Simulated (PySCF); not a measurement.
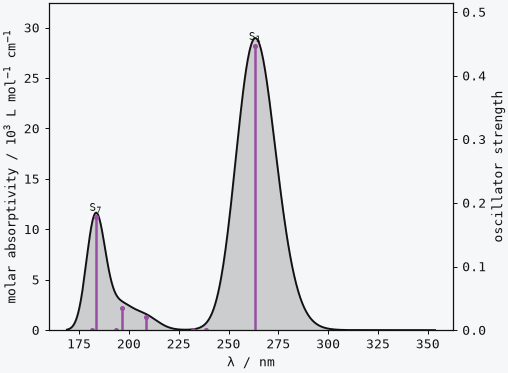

Vertical TDDFT excitations, CAM-B3LYP/def2-SVPD with PySCF 2.14.0, at a GFN2-xTB geometry (no frequency check), gas phase. The lowest 8 singlet states are shown; each is broadened by a Gaussian of 1/e half-width 0.25 eV. Sticks give oscillator strengths (right axis).

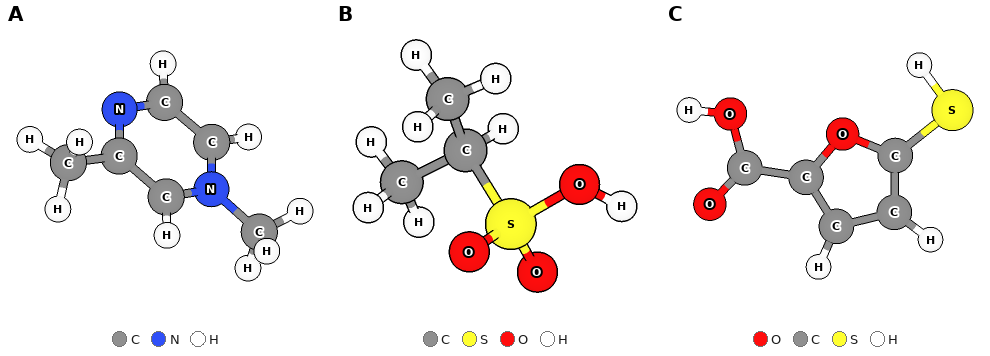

### Which molecule gives this spectrum? The candidates are drawn in the second picture. Charge and spin: A +1 singlet; B neutral singlet; C neutral singlet.

Structure C, C₅H₄O₃S, SMILES O=C(O)c1ccc(S)o1. Its lowest singlet lies at 4.71 eV (f = 0.447) and the brightest of those computed is S1 at 4.71 eV (263 nm), f = 0.447, mainly HOMO → LUMO (97 %).

Note: the tight-binding geometry is rougher than a DFT one and adds to the error; one conformer of a flexible molecule; core orbitals are frozen in the response.
